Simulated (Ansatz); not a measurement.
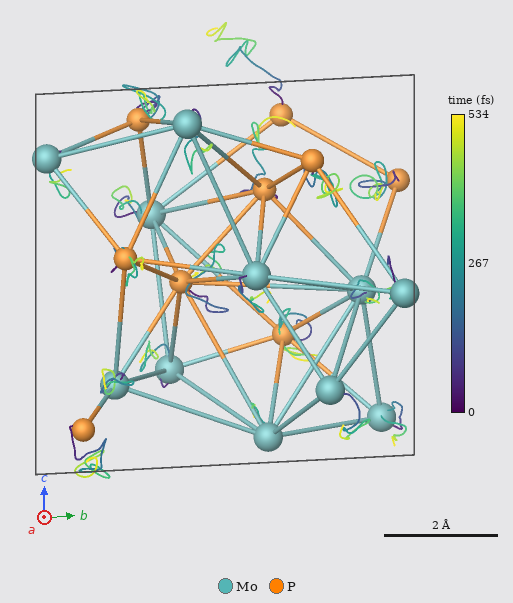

First-principles dynamics of an amorphous cell of composition Mo11P9 (20 atoms in the cell), 534 fs long. It starts from the last geometry of an earlier run, with fresh velocities. Lines trace each atom's path, coloured by time; spheres stand at the starting positions. Seen along the a axis in the simulation cell.

All numbers below come from DFT PBE, scalar-relativistic, plane waves, PAW in Ansatz 0.2.0. Settings: plane-wave cutoff 420 eV; k-point mesh 1 × 1 × 1; Fermi-Dirac smearing 0.178 eV; volume 0.96 times that of the relaxed crystal; set temperature 2070 K; time step 3 fs.

**What do the traces tell about the motion?**

Root-mean-square distances from the starting positions over the second half, with the common drift of all atoms taken out: P 1.02 Å, Mo 0.62 Å. Against the typical shortest distance between atoms in the first frame, about 2.2 Å these are large excursions, but over 534 fs one can't yet tell strong vibration from the start of diffusion. 2 of the 20 free atoms end more than three quarters of that spacing from the start. Bond changes: 8 P–P bonds break between 105 fs and 504 fs; 3 P–P bonds form between 237 fs and 450 fs; one P–P contact opens and closes in turn.

Limits of the set-up: the periodic images lie only 6.1 Å apart, so the values are limited by the cell's size.

Cost: 7.7 min on 2 threads of Intel(R) Xeon(R) Processor @ 2.70GHz (shared host), peak memory 0.53 GiB.
